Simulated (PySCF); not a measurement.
Input file:

```
{"job": {"kind": "uv", "xc": "CAM-B3LYP", "basis": "def2-SVPD", "nstates": 8, "ntriplets": 3}, "charge": 0, "multiplicity": 1}
F     -1.103105    -0.271219    -1.404665
C     -1.491548    -0.049633    -0.133442
F     -1.579877     1.281373     0.000541
F     -2.728949    -0.542238    -0.013782
C     -0.498600    -0.657493     0.849684
N      0.744239     0.061475     0.864906
Ge     1.615096     0.373055    -0.717775
H     -0.319421    -1.682992     0.511835
H     -0.964547    -0.682130     1.838662
H      0.684964     0.878894     1.458599
H      1.724732    -0.961721    -1.370759
H      2.943232     0.884851    -0.268254
H      0.969397     1.368265    -1.633277
```

Launched as:

```sh
OMP_NUM_THREADS=1 python probes_run.py task.json out
```

Geometry: GFN2-xTB.

Method: CAM-B3LYP/def2-SVPD, SCF density, gas phase in PySCF 2.14.0.

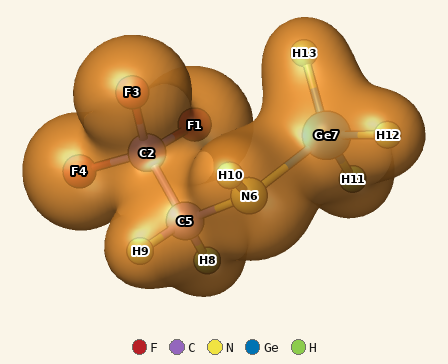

C2H6F3GeN (SMILES FC(F)(F)C[NH][GeH3]). Isosurface of the electron density at 0.2 e/Å³ (orange), seen at an oblique angle.

> What does this surface tell about the bonding?

At this value the surface is in one piece. It bridges the sampled C–F (1.34 Å), C–N (1.44 Å), C–C (1.52 Å) and Ge–N (1.83 Å) contacts, where the density stays above the isovalue. On the grid the lowest density along these lines, outside the cores, is 1.9 e/Å³ (C–F, 1.34 Å), 1.9 e/Å³ (C–N, 1.44 Å), 1.8 e/Å³ (C–C, 1.52 Å) and 0.94 e/Å³ (Ge–N, 1.83 Å).
